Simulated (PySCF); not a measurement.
C7H15NOSi: geometry relaxation

System: C7H15NOSi.
Method: PBE0-D3(BJ)/def2-SVP geometry optimisation, gas phase (PySCF 2.14.0).

It belongs to a series of runs on one base structure; here: constitutional isomer.

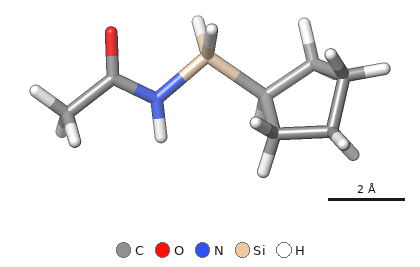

**Figure 1.** The input geometry (stick view, seen at a tilt).

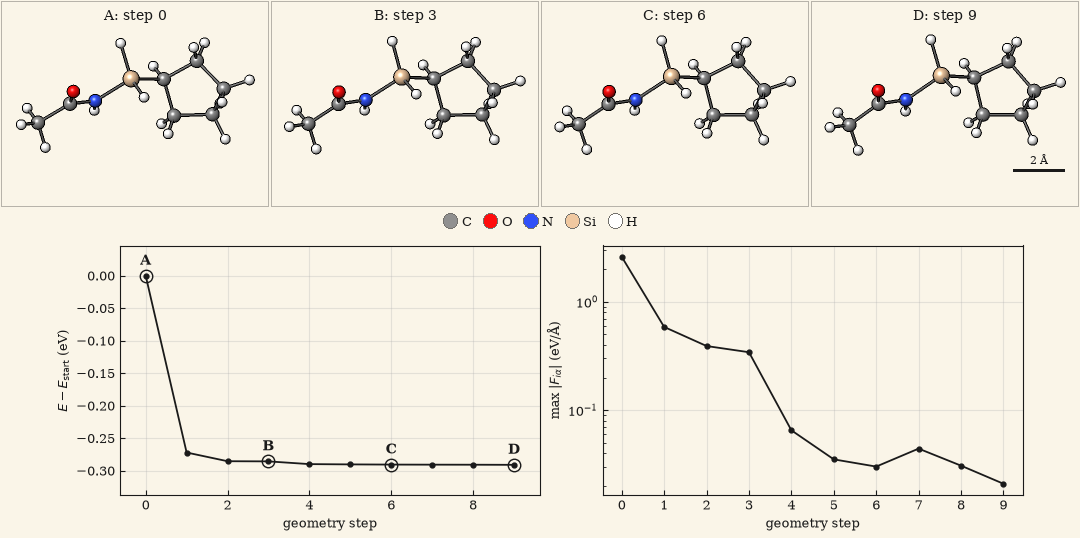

**Figure 2.** Frames of the relaxation (ball-and-stick view, seen at a tilt) above the curves, on which the letters mark them (steps are counted from 0).

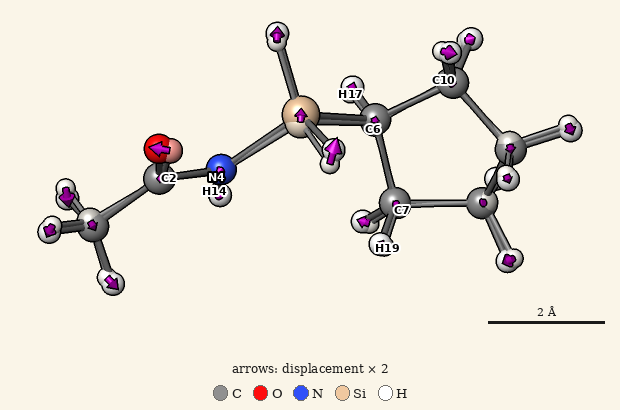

**Figure 3.** Start (faint) and end (solid) with the displacements as pink arrows, magnified 2 times (ball-and-stick view, seen at a tilt). The two geometries are laid on each other by the best rigid fit. The largest move after the best rigid fit is that of H15, 0.26 Å. By element the largest moves are H 0.26 Å, O 0.20 Å, Si 0.13 Å, C 0.10 Å, N 0.07 Å. Among the contacts that change: C2–N4 1.309 → 1.368 Å, Si5–H15 1.449 → 1.493 Å, C1–C2 1.541 → 1.510 Å, C1–H12 1.073 → 1.101 Å. Among the angles that change: C2–N4–Si5 114.0° → 118.6°, C2–N4–H14 122.9° → 118.5°, H15–Si5–H16 113.7° → 109.9°. After 9 geometry steps the energy has fallen by 0.291 eV. Largest force component: 2.6 eV/Å at the start, 0.021 eV/Å at the end. (Atoms are counted from 1 in the order of the input.)

The input and output of the run follow.

The input:
```
{"job": {"xc": "PBE0", "basis": "def2-SVP", "d3": "d3bj", "grid": 1, "shake": 0.01, "kind": "geom"}, "charge": 0, "multiplicity": 1}
C      4.303730    -0.691870     0.065890
C      3.128820     0.293160     0.220000
O      3.230400     1.504500     0.196050
N      1.941320    -0.229910     0.393060
Si     0.643980     0.968030     0.563180
C     -0.949190    -0.046630     0.754920
C     -1.222230    -0.952190    -0.464500
C     -2.712520    -0.796680    -0.734500
C     -2.989470     0.663430    -0.360140
C     -2.187410     0.851850     0.914400
H      4.399300    -1.244380     0.986320
H      4.087800    -1.354200    -0.749730
H      5.168550    -0.105790    -0.153170
H      1.779620    -1.229500     0.423690
H      0.586480     1.762880    -0.646820
H      0.903900     1.765230     1.791480
H     -0.874540    -0.671830     1.644720
H     -0.956360    -1.981040    -0.279030
H     -0.681320    -0.606870    -1.336630
H     -3.320940    -1.442160    -0.053560
H     -3.015050    -1.046940    -1.765520
H     -2.586220     1.280460    -1.177230
H     -4.039050     0.891990    -0.269200
H     -2.787940     0.543940     1.755590
H     -1.899230     1.886610     1.058760
```

The first line tells a small driver script what to run in PySCF; the rest is the geometry in Å.

Launch command:
```bash
OMP_NUM_THREADS=1 python <driver script> task.json out
```

The program's output:
```
step   0  E = -694.32825335  max force = 0.050633
step   1  E = -694.33824474  max force = 0.011405
step   2  E = -694.33873686  max force = 0.007600
step   3  E = -694.33874603  max force = 0.006663
step   4  E = -694.33890063  max force = 0.001266
step   5  E = -694.33891669  max force = 0.000682
step   6  E = -694.33892724  max force = 0.000584
step   7  E = -694.33893161  max force = 0.000858
step   8  E = -694.33893476  max force = 0.000597
step   9  E = -694.33894108  max force = 0.000406
optimisation converged
```

Trajectory as extended XYZ (Å, eV, eV/Å), 10 frames, from step=0 to step=9:
```
25
Properties=species:S:1:pos:R:3:forces:R:3 step=0 energy=-18893.63413
C     4.3037   -0.6919    0.0659   -1.4311   1.4207   0.2200
C     3.1288    0.2932    0.2200    2.4631  -0.2358  -0.3555
O     3.2304    1.5045    0.1961    0.5597   0.6725  -0.0905
N     1.9413   -0.2299    0.3931   -2.6037  -1.3086   0.3452
Si    0.6440    0.9680    0.5632   -0.2686  -0.6310   0.8757
C    -0.9492   -0.0466    0.7549    0.3835   0.0545  -0.1273
C    -1.2222   -0.9522   -0.4645   -0.7257   0.4299   0.3188
C    -2.7125   -0.7967   -0.7345   -0.7990  -0.0792   0.3541
C    -2.9895    0.6634   -0.3601    0.7774  -0.5249  -0.6861
C    -2.1874    0.8518    0.9144    0.2089   0.0650  -0.7391
H     4.3993   -1.2444    0.9863    0.2683  -0.4699   0.5839
H     4.0878   -1.3542   -0.7497   -0.1051  -0.7260  -0.6775
H     5.1685   -0.1058   -0.1532    1.0227   0.3890  -0.0974
H     1.7796   -1.2295    0.4237    0.1879  -0.0185  -0.0301
H     0.5865    1.7629   -0.6468   -0.1737   0.5310  -0.6262
H     0.9039    1.7652    1.7915   -0.0935   0.1425  -0.0085
H    -0.8745   -0.6718    1.6447    0.2438  -0.2080   0.3846
H    -0.9564   -1.9810   -0.2790    0.3326  -0.7174   0.0420
H    -0.6813   -0.6069   -1.3366    0.4522   0.1254  -0.6011
H    -3.3209   -1.4422   -0.0536    0.3642   0.0889  -0.2680
H    -3.0151   -1.0469   -1.7655    0.0739   0.0006   0.0593
H    -2.5862    1.2805   -1.1772    0.0313   0.2641   0.0244
H    -4.0390    0.8920   -0.2692   -0.7540   0.1906   0.1336
H    -2.7879    0.5439    1.7556   -0.3325  -0.1545   0.7232
H    -1.8992    1.8866    1.0588   -0.0828   0.6991   0.2424
25
Properties=species:S:1:pos:R:3:forces:R:3 step=1 energy=-18893.90601
C     4.3632   -0.6433    0.4526    0.1026   0.0272  -0.0686
C     3.2495    0.3585    0.6257   -0.5865  -0.2232   0.0639
O     3.4319    1.5589    0.6015   -0.1025  -0.0399   0.0244
N     1.9805   -0.1643    0.8205    0.5843   0.4589  -0.0479
Si    0.6081    0.9411    1.0246   -0.0525   0.2303  -0.1771
C    -0.9582   -0.0911    1.1680    0.1019  -0.0966   0.1365
C    -1.2159   -1.0002   -0.0588    0.0894  -0.1465  -0.1083
C    -2.7142   -0.8758   -0.3350    0.0568   0.0073  -0.0485
C    -2.9929    0.5849   -0.0101   -0.2263   0.0298   0.0006
C    -2.2165    0.8133    1.2851   -0.0430   0.0924   0.1464
H     4.4978   -1.2315    1.3761    0.0039   0.0225  -0.0771
H     4.1442   -1.3415   -0.3741    0.0194   0.0548   0.1021
H     5.2844   -0.0867    0.2316   -0.0294  -0.1225   0.0319
H     1.8926   -1.1694    0.8327   -0.0882  -0.1906   0.0102
H     0.4783    1.8206   -0.1819    0.0212  -0.0715   0.0430
H     0.7873    1.8199    2.2183    0.0291  -0.1020   0.0390
H    -0.8707   -0.7115    2.0771   -0.0137   0.0163  -0.0206
H    -0.9028   -2.0440    0.1175    0.0016   0.0928  -0.0140
H    -0.6530   -0.6505   -0.9461   -0.0427  -0.0104   0.0765
H    -3.2764   -1.5278    0.3537   -0.0432  -0.0159   0.0209
H    -2.9917   -1.1621   -1.3610    0.0023  -0.0052  -0.0028
H    -2.5854    1.2236   -0.8109    0.0209   0.0171  -0.0303
H    -4.0678    0.8249    0.0782    0.1334  -0.0332   0.0149
H    -2.8252    0.5029    2.1540    0.0635   0.0267  -0.1023
H    -1.9821    1.8802    1.4457   -0.0020  -0.0188  -0.0127
25
Properties=species:S:1:pos:R:3:forces:R:3 step=2 energy=-18893.91940
C     4.3387   -0.6508    0.4459    0.0528   0.1288  -0.0278
C     3.2246    0.3545    0.6228   -0.3908  -0.2889   0.0723
O     3.3871    1.5573    0.6097    0.1399   0.1066  -0.0297
N     1.9651   -0.1645    0.8155    0.2857  -0.0037  -0.0334
Si    0.6103    0.9579    1.0211   -0.0364   0.1503  -0.0531
C    -0.9469   -0.0819    1.1726    0.0166  -0.0274   0.0553
C    -1.1958   -0.9944   -0.0559   -0.0032  -0.0182  -0.0169
C    -2.6952   -0.8793   -0.3344    0.0217   0.0018   0.0106
C    -2.9876    0.5804   -0.0079   -0.0254   0.0080  -0.0270
C    -2.2101    0.8194    1.2872   -0.0078  -0.0067   0.0135
H     4.4672   -1.2455    1.3635   -0.0078   0.0022   0.0009
H     4.1153   -1.3446   -0.3790   -0.0102   0.0056   0.0080
H     5.2691   -0.1130    0.2302    0.0124  -0.0231   0.0054
H     1.8611   -1.1726    0.8256   -0.0426   0.0139  -0.0005
H     0.4872    1.8357   -0.1821   -0.0079  -0.0265   0.0044
H     0.8056    1.8149    2.2262    0.0080  -0.0481   0.0313
H    -0.8556   -0.7006    2.0816   -0.0091   0.0144   0.0019
H    -0.8718   -2.0322    0.1199    0.0020   0.0088   0.0009
H    -0.6352   -0.6379   -0.9389   -0.0068   0.0098   0.0041
H    -3.2565   -1.5356    0.3534   -0.0083   0.0014  -0.0065
H    -2.9691   -1.1673   -1.3610   -0.0001   0.0025  -0.0009
H    -2.5853    1.2215   -0.8111   -0.0025   0.0031  -0.0015
H    -4.0603    0.8111    0.0831    0.0109  -0.0142   0.0118
H    -2.8151    0.5084    2.1540   -0.0001   0.0043  -0.0085
H    -1.9818    1.8877    1.4433    0.0089  -0.0046  -0.0146
25
Properties=species:S:1:pos:R:3:forces:R:3 step=3 energy=-18893.91965
C     4.3263   -0.6612    0.4343   -0.1242  -0.1216   0.0314
C     3.2043    0.3335    0.6198    0.3426  -0.0682  -0.0452
O     3.4042    1.5318    0.6070   -0.1761   0.2004   0.0228
N     1.9466   -0.1646    0.8122    0.0404  -0.1260  -0.0158
Si    0.6088    0.9789    1.0244   -0.0228   0.0114   0.0544
C    -0.9426   -0.0678    1.1809   -0.0493   0.0367  -0.0285
C    -1.1799   -0.9834   -0.0495   -0.0453   0.0542   0.0441
C    -2.6792   -0.8820   -0.3331   -0.0089  -0.0073   0.0392
C    -2.9886    0.5753   -0.0079    0.1098  -0.0008  -0.0282
C    -2.2130    0.8265    1.2882    0.0143  -0.0590  -0.0701
H     4.4549   -1.2625    1.3462    0.0030  -0.0472   0.0389
H     4.1016   -1.3506   -0.3914   -0.0030  -0.0656  -0.0507
H     5.2600   -0.1303    0.2227   -0.0189   0.0726  -0.0042
H     1.8168   -1.1718    0.8183    0.0216   0.1070  -0.0081
H     0.4886    1.8575   -0.1745   -0.0118   0.0160  -0.0181
H     0.8189    1.8093    2.2445    0.0054   0.0041   0.0065
H    -0.8490   -0.6837    2.0907   -0.0043   0.0090   0.0172
H    -0.8442   -2.0157    0.1269    0.0049  -0.0456   0.0047
H    -0.6208   -0.6190   -0.9284    0.0159   0.0164  -0.0397
H    -3.2389   -1.5434    0.3522    0.0137   0.0095  -0.0179
H    -2.9469   -1.1724   -1.3607    0.0018   0.0042   0.0001
H    -2.5924    1.2193   -0.8128   -0.0189  -0.0040   0.0163
H    -4.0613    0.7933    0.0843   -0.0658   0.0024   0.0082
H    -2.8169    0.5152    2.1530   -0.0342  -0.0064   0.0505
H    -1.9924    1.8967    1.4382    0.0101   0.0079  -0.0078
25
Properties=species:S:1:pos:R:3:forces:R:3 step=4 energy=-18893.92385
C     4.3175   -0.6754    0.4299   -0.0063  -0.0085   0.0122
C     3.2142    0.3384    0.6173    0.0219   0.0275  -0.0167
O     3.4069    1.5393    0.6055    0.0168   0.0223   0.0006
N     1.9536   -0.1537    0.8115   -0.0283  -0.0651   0.0047
Si    0.6105    0.9866    1.0302    0.0173  -0.0081   0.0183
C    -0.9416   -0.0627    1.1830   -0.0224   0.0212  -0.0180
C    -1.1748   -0.9784   -0.0475   -0.0019   0.0079   0.0173
C    -2.6737   -0.8835   -0.3326   -0.0027  -0.0063   0.0114
C    -2.9884    0.5722   -0.0089    0.0374   0.0050  -0.0071
C    -2.2155    0.8256    1.2879    0.0017  -0.0215  -0.0223
H     4.4399   -1.2784    1.3429   -0.0001  -0.0071   0.0072
H     4.0814   -1.3632   -0.3960   -0.0020  -0.0084  -0.0130
H     5.2559   -0.1526    0.2155    0.0032   0.0164  -0.0034
H     1.8235   -1.1589    0.8145   -0.0102   0.0109  -0.0014
H     0.4853    1.8685   -0.1669   -0.0046   0.0083  -0.0031
H     0.8187    1.8149    2.2526    0.0078  -0.0033   0.0006
H    -0.8479   -0.6781    2.0934   -0.0060   0.0055   0.0091
H    -0.8364   -2.0108    0.1290    0.0046  -0.0134  -0.0028
H    -0.6162   -0.6119   -0.9271    0.0028   0.0052  -0.0111
H    -3.2309   -1.5470    0.3517    0.0013   0.0021  -0.0046
H    -2.9391   -1.1749   -1.3605    0.0030   0.0004  -0.0012
H    -2.5950    1.2178   -0.8131   -0.0109   0.0017   0.0052
H    -4.0637    0.7852    0.0825   -0.0187  -0.0008   0.0061
H    -2.8204    0.5128    2.1532   -0.0078   0.0043   0.0152
H    -1.9985    1.8969    1.4371    0.0038   0.0039  -0.0033
25
Properties=species:S:1:pos:R:3:forces:R:3 step=5 energy=-18893.92429
C     4.3176   -0.6744    0.4234    0.0124   0.0077  -0.0016
C     3.2099    0.3334    0.6166    0.0053  -0.0351   0.0017
O     3.3961    1.5357    0.6111    0.0003  -0.0141  -0.0026
N     1.9519   -0.1673    0.8112   -0.0144   0.0295   0.0018
Si    0.6151    0.9799    1.0354   -0.0071  -0.0015   0.0050
C    -0.9436   -0.0606    1.1859   -0.0070   0.0114  -0.0042
C    -1.1766   -0.9784   -0.0428    0.0098  -0.0053   0.0081
C    -2.6745   -0.8811   -0.3305   -0.0016  -0.0016  -0.0005
C    -2.9865    0.5762   -0.0111    0.0023   0.0017  -0.0008
C    -2.2149    0.8315    1.2856   -0.0021  -0.0095  -0.0027
H     4.4445   -1.2816    1.3335   -0.0024   0.0039  -0.0037
H     4.0851   -1.3594   -0.4066    0.0003   0.0054   0.0011
H     5.2518   -0.1427    0.2109    0.0037  -0.0036  -0.0014
H     1.8204   -1.1719    0.8100    0.0091   0.0003  -0.0051
H     0.4933    1.8657   -0.1599   -0.0049   0.0023   0.0031
H     0.8304    1.8043    2.2593    0.0042  -0.0074   0.0018
H    -0.8546   -0.6741    2.0981   -0.0074   0.0032   0.0045
H    -0.8410   -2.0119    0.1362    0.0032   0.0016  -0.0033
H    -0.6156   -0.6151   -0.9228   -0.0029   0.0022   0.0000
H    -3.2340   -1.5418    0.3543   -0.0025   0.0006   0.0002
H    -2.9386   -1.1745   -1.3581    0.0014   0.0006  -0.0009
H    -2.5921    1.2193   -0.8165   -0.0054   0.0031  -0.0006
H    -4.0622    0.7909    0.0792    0.0011  -0.0032   0.0030
H    -2.8222    0.5239    2.1517    0.0020   0.0072   0.0011
H    -1.9947    1.9027    1.4314    0.0027   0.0005  -0.0040
25
Properties=species:S:1:pos:R:3:forces:R:3 step=6 energy=-18893.92458
C     4.3125   -0.6861    0.4109    0.0036   0.0042  -0.0054
C     3.2094    0.3248    0.6143    0.0014   0.0058   0.0103
O     3.4021    1.5264    0.6169    0.0012  -0.0276  -0.0054
N     1.9489   -0.1691    0.8097   -0.0192   0.0301   0.0018
Si    0.6175    0.9835    1.0450    0.0024  -0.0119  -0.0052
C    -0.9453   -0.0523    1.1913    0.0082  -0.0005   0.0047
C    -1.1723   -0.9733   -0.0359    0.0121  -0.0111   0.0010
C    -2.6696   -0.8804   -0.3276   -0.0016   0.0014  -0.0067
C    -2.9861    0.5770   -0.0133   -0.0164  -0.0022   0.0033
C    -2.2171    0.8391    1.2836   -0.0024   0.0020   0.0065
H     4.4389   -1.3010    1.3160   -0.0017   0.0057  -0.0072
H     4.0759   -1.3635   -0.4243    0.0020   0.0083   0.0064
H     5.2480   -0.1553    0.2008   -0.0020  -0.0103   0.0007
H     1.8112   -1.1726    0.8011    0.0075  -0.0125  -0.0047
H     0.4962    1.8763   -0.1453   -0.0016   0.0035   0.0065
H     0.8402    1.7981    2.2738    0.0030  -0.0027   0.0010
H    -0.8602   -0.6635    2.1056   -0.0087   0.0007   0.0004
H    -0.8347   -2.0059    0.1458    0.0019   0.0096  -0.0027
H    -0.6099   -0.6103   -0.9153   -0.0064   0.0007   0.0052
H    -3.2294   -1.5408    0.3572   -0.0029   0.0004   0.0025
H    -2.9299   -1.1773   -1.3553    0.0002   0.0011   0.0002
H    -2.5940    1.2192   -0.8204   -0.0010   0.0032  -0.0033
H    -4.0630    0.7881    0.0759    0.0112  -0.0035   0.0003
H    -2.8263    0.5360    2.1504    0.0077   0.0073  -0.0055
H    -1.9978    1.9113    1.4242    0.0016  -0.0017  -0.0048
25
Properties=species:S:1:pos:R:3:forces:R:3 step=7 energy=-18893.92470
C     4.2979   -0.7112    0.3838    0.0012  -0.0034  -0.0028
C     3.2074    0.3076    0.6113    0.0025   0.0441  -0.0020
O     3.4147    1.5068    0.6309   -0.0032  -0.0299   0.0006
N     1.9422   -0.1737    0.8065   -0.0219   0.0132   0.0064
Si    0.6237    0.9893    1.0650    0.0058  -0.0200  -0.0100
C    -0.9470   -0.0362    1.2027    0.0222  -0.0161   0.0096
C    -1.1641   -0.9633   -0.0213    0.0026  -0.0093  -0.0064
C    -2.6604   -0.8779   -0.3206    0.0016   0.0015  -0.0059
C    -2.9839    0.5804   -0.0172   -0.0194  -0.0040   0.0050
C    -2.2182    0.8569    1.2791   -0.0031   0.0152   0.0090
H     4.4218   -1.3438    1.2768    0.0016   0.0003  -0.0041
H     4.0500   -1.3703   -0.4626    0.0009   0.0045   0.0049
H     5.2378   -0.1864    0.1785   -0.0015  -0.0109   0.0017
H     1.7926   -1.1753    0.7804    0.0052  -0.0085  -0.0020
H     0.5046    1.8991   -0.1125    0.0018   0.0052   0.0067
H     0.8615    1.7823    2.3048    0.0002   0.0049  -0.0011
H    -0.8719   -0.6432    2.1208   -0.0105  -0.0028  -0.0047
H    -0.8228   -1.9937    0.1658    0.0009   0.0083  -0.0010
H    -0.5993   -0.6013   -0.8997   -0.0065   0.0021   0.0048
H    -3.2212   -1.5362    0.3653   -0.0006   0.0005   0.0033
H    -2.9144   -1.1819   -1.3478   -0.0009   0.0005   0.0012
H    -2.5955    1.2188   -0.8291    0.0037   0.0023  -0.0017
H    -4.0619    0.7859    0.0698    0.0100  -0.0006  -0.0016
H    -2.8304    0.5656    2.1476    0.0067   0.0045  -0.0040
H    -1.9983    1.9305    1.4069    0.0006  -0.0014  -0.0061
25
Properties=species:S:1:pos:R:3:forces:R:3 step=8 energy=-18893.92478
C     4.2912   -0.7264    0.3695   -0.0032  -0.0018  -0.0033
C     3.2081    0.2977    0.6098   -0.0004   0.0307   0.0084
O     3.4237    1.4949    0.6416   -0.0031  -0.0150  -0.0033
N     1.9400   -0.1775    0.8032   -0.0016   0.0020   0.0002
Si    0.6280    0.9892    1.0744    0.0014  -0.0107  -0.0041
C    -0.9476   -0.0293    1.2075    0.0231  -0.0184   0.0063
C    -1.1632   -0.9587   -0.0148   -0.0039  -0.0035  -0.0061
C    -2.6593   -0.8745   -0.3151    0.0026   0.0018  -0.0031
C    -2.9828    0.5852   -0.0177   -0.0123  -0.0037   0.0020
C    -2.2159    0.8687    1.2766   -0.0027   0.0144   0.0080
H     4.4112   -1.3704    1.2546    0.0003  -0.0016  -0.0013
H     4.0374   -1.3732   -0.4843    0.0003  -0.0004   0.0012
H     5.2350   -0.2068    0.1693   -0.0013  -0.0056   0.0014
H     1.7855   -1.1781    0.7663   -0.0004  -0.0046  -0.0012
H     0.5107    1.9103   -0.0946    0.0021   0.0024   0.0032
H     0.8733    1.7712    2.3197   -0.0016   0.0049  -0.0012
H    -0.8793   -0.6346    2.1272   -0.0092  -0.0037  -0.0052
H    -0.8213   -1.9885    0.1746    0.0012   0.0044  -0.0005
H    -0.5984   -0.5980   -0.8936   -0.0043   0.0037   0.0028
H    -3.2206   -1.5302    0.3730    0.0004   0.0014   0.0027
H    -2.9128   -1.1821   -1.3413   -0.0019  -0.0006   0.0011
H    -2.5957    1.2199   -0.8332    0.0039   0.0011   0.0000
H    -4.0606    0.7907    0.0696    0.0047   0.0005  -0.0016
H    -2.8288    0.5866    2.1473    0.0044   0.0029  -0.0004
H    -1.9924    1.9425    1.3956    0.0012  -0.0004  -0.0058
25
Properties=species:S:1:pos:R:3:forces:R:3 step=9 energy=-18893.92495
C     4.2847   -0.7471    0.3540   -0.0028  -0.0001   0.0018
C     3.2106    0.2834    0.6083   -0.0072  -0.0060  -0.0016
O     3.4353    1.4780    0.6530    0.0005   0.0109   0.0011
N     1.9392   -0.1856    0.7977    0.0209  -0.0086  -0.0024
Si    0.6348    0.9849    1.0834   -0.0049   0.0060   0.0057
C    -0.9476   -0.0233    1.2112    0.0138  -0.0124  -0.0029
C    -1.1670   -0.9532   -0.0099   -0.0089   0.0048  -0.0007
C    -2.6637   -0.8663   -0.3066    0.0028   0.0016  -0.0001
C    -2.9817    0.5958   -0.0156    0.0012  -0.0014  -0.0018
C    -2.2088    0.8855    1.2742   -0.0019   0.0059   0.0047
H     4.3988   -1.4043    1.2300   -0.0005  -0.0041   0.0015
H     4.0246   -1.3797   -0.5084   -0.0012  -0.0039  -0.0027
H     5.2338   -0.2349    0.1604   -0.0001   0.0024   0.0006
H     1.7794   -1.1849    0.7477   -0.0057   0.0020   0.0018
H     0.5206    1.9203   -0.0745    0.0007  -0.0033  -0.0029
H     0.8882    1.7541    2.3351   -0.0027   0.0025  -0.0006
H    -0.8888   -0.6281    2.1317   -0.0053  -0.0050  -0.0038
H    -0.8261   -1.9830    0.1799    0.0022  -0.0017  -0.0014
H    -0.6041   -0.5937   -0.8902   -0.0009   0.0051  -0.0007
H    -3.2248   -1.5174    0.3861    0.0014   0.0024   0.0018
H    -2.9207   -1.1776   -1.3308   -0.0025  -0.0021   0.0009
H    -2.5959    1.2245   -0.8363    0.0020   0.0002   0.0023
H    -4.0583    0.8052    0.0745   -0.0032   0.0012  -0.0008
H    -2.8211    0.6175    2.1496    0.0005   0.0021   0.0043
H    -1.9764    1.9587    1.3810    0.0018   0.0013  -0.0041
```

Key numbers:

| quantity | value |
| --- | --- |
| outcome | converged |
| total energy | −694.338941 hartree |
| dipole moment | 4.12 D |
| point group | C1 |
| hardware | 1 CPU thread, shared host |
| wall time | 8.4 min |
| peak memory | 1.4 GiB |
